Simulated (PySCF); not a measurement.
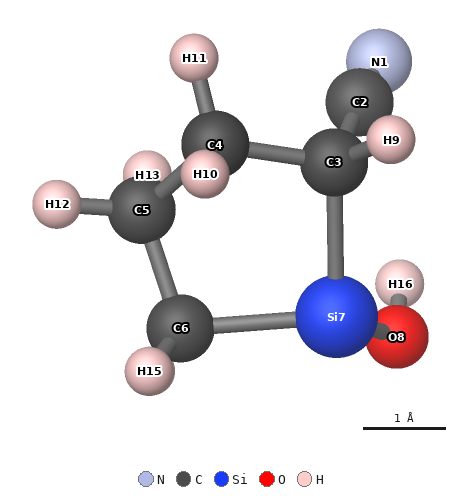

Figure 1. The structure as given in the input (ball-and-stick view, seen at a tilt; atoms are numbered from 1 in the order of the input).

EPR calculation, with input and output: C5H8NOSi

- system: C5H8NOSi, multiplicity 2
- method: UKS B3LYP, pcH-1 on C H N O Si, non-relativistic, mean-field spin-orbit, GIAO (PySCF 2.14.0)

It belongs to a series of runs on one base structure; here: H removed from Si.

The input
```
{"job": {"kind": "epr", "basis": "pcH-1"}, "charge": 0, "multiplicity": 2}
N      1.055326     2.479678    -1.127741
C      0.538573     1.906579    -0.277962
C     -0.011483     1.090894     0.750757
C     -1.304627     0.409284     0.289918
C     -0.938229    -0.738768    -0.650482
C      0.079781    -1.642734     0.046340
Si     1.218962    -0.413230     0.979681
O      2.663396    -0.144312     0.292140
H     -0.172148     1.699553     1.640856
H     -1.823460     0.012185     1.165209
H     -1.968777     1.120113    -0.207479
H     -1.831146    -1.297882    -0.936542
H     -0.499477    -0.320763    -1.560821
H      0.622657    -2.256057    -0.671341
H     -0.435004    -2.320750     0.725955
H      2.798057     0.425153    -0.469897
```

The first line tells a small driver script what to run in PySCF; the rest is the geometry in Å.

Command:
```bash
OMP_NUM_THREADS=1 python <driver script> task.json out
```

What the program printed
```
UKS, coarse grid
  cycle   1  E = -614.67003725  |g| = 6.66e-01
  cycle   2  E = -614.23135741  |g| = 1.24e+00
  cycle   3  E = -614.82501441  |g| = 1.98e-01
  cycle   4  E = -614.83952405  |g| = 9.81e-02
  cycle   5  E = -614.84320227  |g| = 3.81e-02
  cycle   6  E = -614.84376874  |g| = 7.63e-03
  cycle   7  E = -614.84379632  |g| = 2.24e-03
  cycle   8  E = -614.84379872  |g| = 8.07e-04
UKS, final grid
  cycle   1  E = -614.84376696  |g| = 9.78e-04
  cycle   2  E = -614.84376658  |g| = 1.34e-03
  cycle   3  E = -614.84376744  |g| = 1.25e-04
  cycle   4  E = -614.84376745  |g| = 4.46e-05
  cycle   5  E = -614.84376745  |g| = 4.13e-05
  cycle   6  E = -614.84376745  |g| = 1.60e-05
E = -614.84376745 Eh   <S^2> = 0.7514 (exact 0.7500)
g shifts (ppm)      1          2          3
  rmc          -165       -165       -165
  gc             54         38         89
  oz_so        -286         -9        777
  total        -397       -136        701
hyperfine (MHz)  atom isotope    a_iso     a_fc   dipolar eigenvalues
    0   14N       0.79       0.79     -0.90     -0.82      1.73
    1   13C       8.34       8.34     -1.28     -0.81      2.10
    2   13C      49.79      49.79     -5.31     -4.35      9.66
    3   13C       6.75       6.75     -1.01     -0.80      1.80
    4   13C      17.06      17.06     -2.16     -1.68      3.84
    5   13C      67.49      67.48    -10.18     -9.11     19.29
    6  29Si    -683.37    -684.35   -150.91     74.22     76.69
    7   17O     -89.97     -89.92    -12.27      5.29      6.98
    8    1H       4.18       4.18     -4.52     -2.85      7.37
    9    1H      -0.60      -0.60     -2.09     -1.50      3.60
   10    1H       3.07       3.07     -1.36     -0.85      2.21
   11    1H      19.25      19.25     -1.88     -0.68      2.56
   12    1H      -0.79      -0.79     -2.13     -1.28      3.41
   13    1H       4.08       4.08     -5.62     -1.33      6.96
   14    1H       0.84       0.84     -6.42     -3.27      9.70
   15    1H      51.35      51.34     -4.19     -3.05      7.24
```

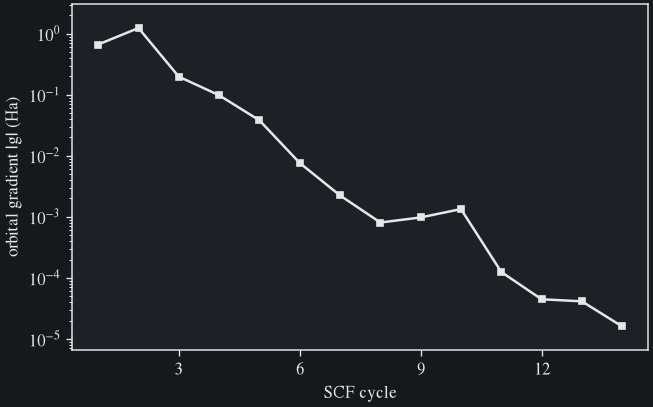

Figure 2. Convergence of the self-consistent field: orbital gradient |g| against the SCF cycle. All cycles printed in the log are drawn one after another.

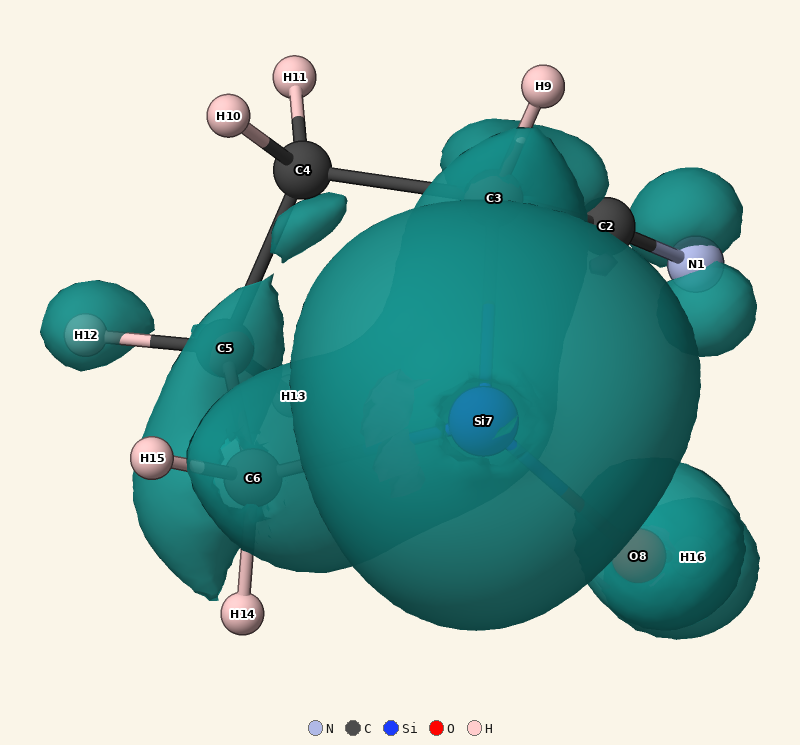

Figure 3. Isosurfaces of the spin density at +0.008 (teal) and −0.008 e/Å³ (pink), seen at a tilt. The unpaired spin (1 electron) lies mostly on Si7 (about 0.7) and C6 (about 0.1), in electrons by Hirshfeld's partition.

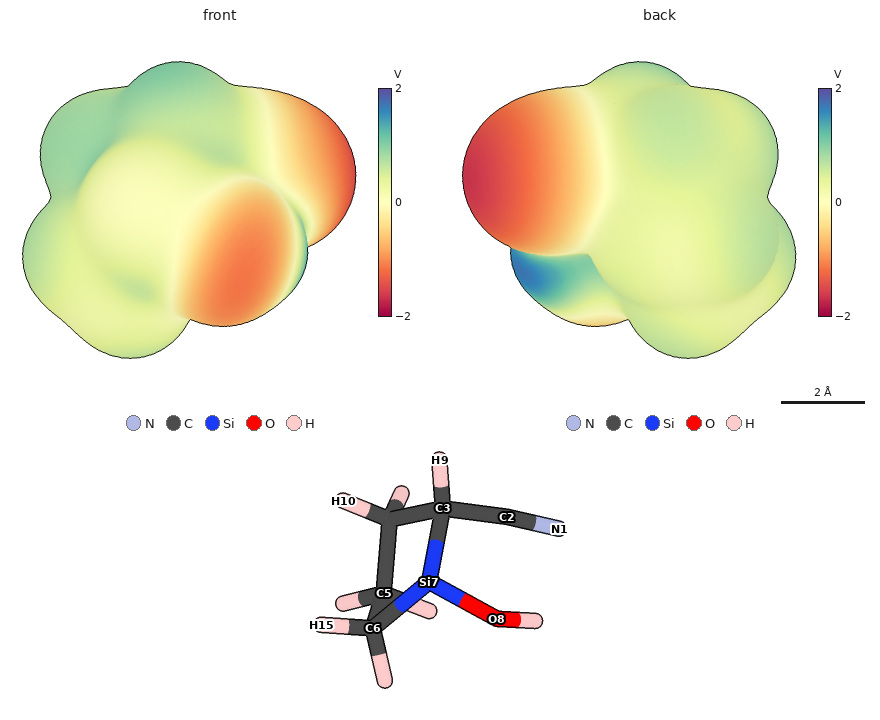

Figure 4. The molecular electrostatic potential painted on the density surface at 0.001 e/bohr³, seen at a tilt and from behind; the colour scale runs from red (negative) to blue (positive). The bare structure is drawn below in the same view. A positive charge is drawn to the negative regions and a negative charge to the positive ones.

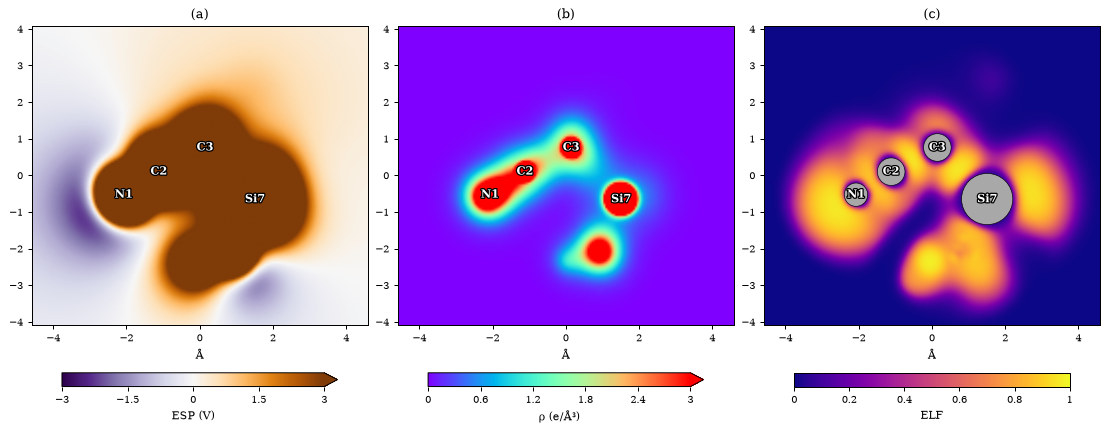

Figure 5. (a) electrostatic potential; (b) total electron density; (c) ELF on the plane of atoms C2, C3 and Si7. Grey discs, where drawn, cover atomic cores. Atoms in the plane: N, C and Si. C–N (1.15 Å): ρ is about 3.6 e/Å³ halfway; the ELF peaks at about 0.85 between the atoms (a double or triple bond). C–C (1.42 Å): ρ is about 1.9 e/Å³ halfway; the ELF peaks at about 0.95 between the atoms, which marks localised, shared-pair bonding.

Key numbers

```json
{"quantity": "outcome", "value": "converged"}
{"quantity": "total energy", "value": "−614.843767 hartree"}
{"quantity": "⟨S²⟩", "value": "0.751"}
{"quantity": "isotropic g", "value": "2.0024"}
{"quantity": "hardware", "value": "1 CPU thread, shared host"}
{"quantity": "wall time", "value": "97 s"}
{"quantity": "peak memory", "value": "0.97 GiB"}
```
